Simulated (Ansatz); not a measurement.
**HSE06/3-21G run of BH3 (SMILES [H]B([H])[H])**

Aim: the electronic atomisation energy of BH3 at HSE06/3-21G, from 3 runs. 

The results are computed with Ansatz 0.2.0.

69 further runs of the same task are left out: 2 that didn't finish, 67 set aside as unsound or not needed.

### 1 The system as given

BH3: 4 atoms, total charge 0, spin state singlet. SMILES: `[H]B([H])[H]`. The shape is that of a GFN2-xTB optimisation.

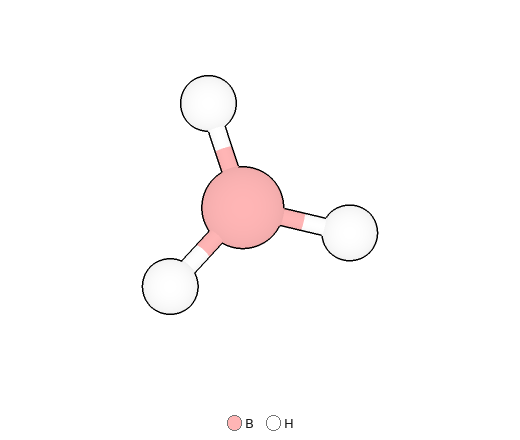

Viewed from a chosen angle; boron pink, hydrogen white.

### 2 The energy at HSE06/3-21G

job.yaml reads:

```yaml
crystal:
  periodic: [false, false, false]
  atoms:
    - {symbol: B, position_ang: [0.000060, 0.000030, -0.001400]}
    - {symbol: H, position_ang: [1.163870, -0.030320, 0.015280]}
    - {symbol: H, position_ang: [-0.555340, 1.023410, -0.018650]}
    - {symbol: H, position_ang: [-0.608600, -0.993120, 0.004770]}
basis:
  gaussian:
    orbitals: 3-21G.json
hamiltonian:
  xc: {name: HSE06}
magnetization:
  spin_polarized: false
accuracy: high
```

The basis set 3-21G is read from a file made from the Basis Set Exchange's data (not shown).

Launch:

```sh
ansatz run job.yaml --threads 1 --pin off --max-ram 2610MiB --events-out events.jsonl --progress --plain --runs-dir runs
```

Output:

```text
Warning: RAYON_NUM_THREADS=1 ignored (pool sized by the plan → 1); use --threads N
Functional definition: HSE06
  name "HSE06"
  parameter a = 0.25
  parameter omega = 0.11/bohr
  exchange = pbe_x - a*pbe_x_sr(omega) + a*exact_x_sr(omega)
  correlation = pbe_c
294 factors; integrals over basis functions are off by at most 2.7e-9 eV
64 factors; integrals over basis functions are off by at most 7.0e-10 eV
mean field evaluation 1: about -718.1349 eV, gradient 9.8e0 eV
mean field evaluation 2: about -718.3821 eV, gradient 5.3e0 eV
mean field evaluation 4: about -718.4768 eV, gradient 4.1e-1 eV
mean field evaluation 8: about -718.4461 eV, gradient 6.2e-4 eV
mean field -718.44613064 eV, -26.4024083208 hartree, gradient 4.0e-9 eV, S^2 0.000000; 0 other end points of the search recorded, 0 dependent functions left out
reference -718.44613241 eV, -26.4024083858 hartree; 4, 4 occupied and 11, 11 virtual orbitals, 294 factors
Total energy: -718.44613241 eV, -26.4024083858 hartree
```

Run time: 0.58 s. Hardware: 1 thread of Arm Neoverse V1, shared host.

### 3 The B atom at the same level

run.yaml reads:

```yaml
crystal:
  periodic: [false, false, false]
  atoms:
    - {symbol: B, position_ang: [0.000000, 0.000000, 0.000000]}
basis:
  gaussian:
    orbitals: 3-21G.json
accuracy: high
magnetization:
  spin_polarized: true
  initial_magnetization: 1
total_charge: 0
hamiltonian:
  xc: hse06
```

The basis set 3-21G is read from a file made from the Basis Set Exchange's data (not shown).

Run the same way, it converges to -24.47217 Eh (log not shown).

### 4 The H atom

input.yaml reads:

```yaml
crystal:
  periodic: [false, false, false]
  atoms:
    - symbol: H
      position_ang: [0.000000, 0.000000, 0.000000]
basis:
  gaussian: {orbitals: 3-21G.json}
magnetization: {spin_polarized: true, initial_magnetization: 1}
hamiltonian: {xc: hse06}
accuracy: high
```

The basis set 3-21G is read from a file made from the Basis Set Exchange's data (not shown).

Run the same way, it converges to -0.49615 Eh (log not shown).

### 5 Results

Level: HSE06/3-21G.

```
                     quantity         value
       molecule: total energy  -26.40241 Eh
         B atom: total energy  -24.47217 Eh
                 B atom: ⟨S²⟩         0.750
         H atom: total energy   -0.49615 Eh
                 H atom: ⟨S²⟩         0.750
electronic atomisation energy     12.021 eV
```

In words: Taking the molecule apart into free atoms costs 12.02 eV (277 kcal/mol), before zero-point energy and without spin-orbit coupling. The basis has no polarisation functions, which makes bonds too weak.
